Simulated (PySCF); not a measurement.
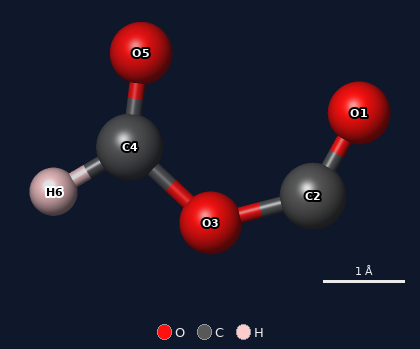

Fig. 1: The structure as given in the input (ball-and-stick view, seen on its broad side; atoms are numbered from 1 in the order of the input). Bond lengths as drawn: C–H 1.10 Å and C–O 1.18 to 1.39 Å.

C2HO3: excited-state calculation

System: C2HO3, multiplicity 2, SMILES O=[C]OC=O.
Method: CIS/def2-SVP, UHF (PySCF 2.14.0).

The geometry comes from this level: GFN2-xTB.

## Log
```
WARN: HOMO -0.114523862481063 >= LUMO -0.114523862481063

converged SCF energy = -300.614963735271  <S^2> = 0.76659682  2S+1 = 2.0165285
E(CIS) = -300.614963735
Excitation energies (eV)
[4.05734798 5.52064679 5.85263997]

** Excitation energies and oscillator strengths **
state   eV      nm      f
  1    4.0573    305.6   0.00797
  2    5.5206    224.6   0.00020
  3    5.8526    211.8   0.00140
```

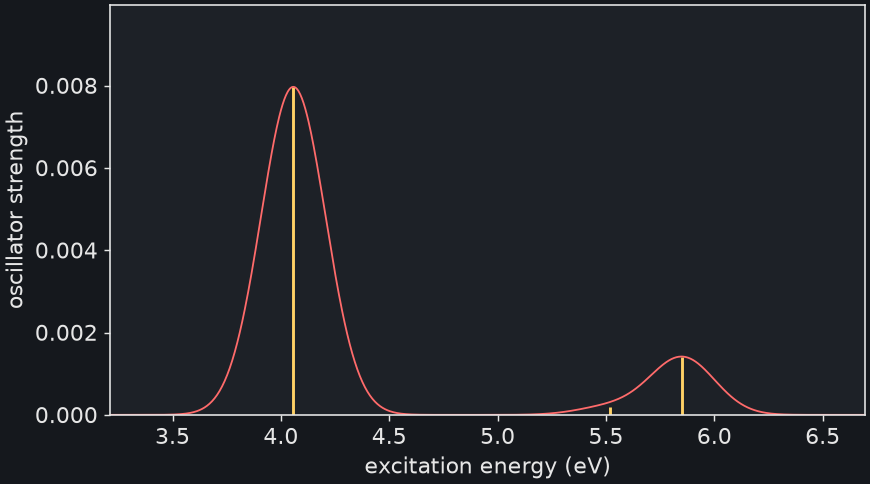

Fig. 2: Computed excitations as sticks (degenerate states added up, dark ones marked on the axis), with a Gaussian envelope of 0.35 eV full width at half maximum, scaled to the tallest. Of the 3 states the lowest lies at 4.06 eV (f = 0.008); the strongest line is at 4.06 eV, or 306 nm (f = 0.008).

This output came from the following input.

## Input file (input.py)
```python
# O=[C]OC=O
from pyscf import gto, tdscf

system = gto.Mole()
system.atom = 'start.xyz'
system.max_memory = 1860
system.basis = 'def2-svp'
system.spin = 1
system.verbose = 3
system.build()

myscf = system.UHF()
myscf.conv_tol = 1e-08
myscf.kernel()

e_final = myscf.e_tot
print('E(%s) = %.9f' % ('CIS', e_final))

td = tdscf.TDA(myscf)
td.nstates = 3
td.kernel()
td.analyze()
roots = td.e * 27.211386
osc = td.oscillator_strength()
print('state   eV      nm      f')
for i, (w, f) in enumerate(zip(roots, osc), 1):
    print('%3d %9.4f %8.1f %9.5f' % (i, w, 1239.842 / w, f))
```

## File start.xyz
```
6
C2HO3
O      0.820430    -1.818720    -0.405050
C     -0.259330    -1.470240    -0.061550
O     -0.791820    -0.290840     0.201810
C     -0.070690     0.889600     0.103030
O      1.060070     0.986830    -0.213300
H     -0.758670     1.703360     0.375060
```

Launched with:
```bash
OMP_NUM_THREADS=1 python input.py
```

## Results in brief

```tsv
quantity	value
outcome	converged
total energy	−300.614964 hartree
basis functions	75
⟨S²⟩	0.767
lowest excitation	4.06 eV
hardware	1 thread of Arm Neoverse V1, 24 GiB of memory available, shared host
wall time	14 s
peak memory	0.19 GiB
```
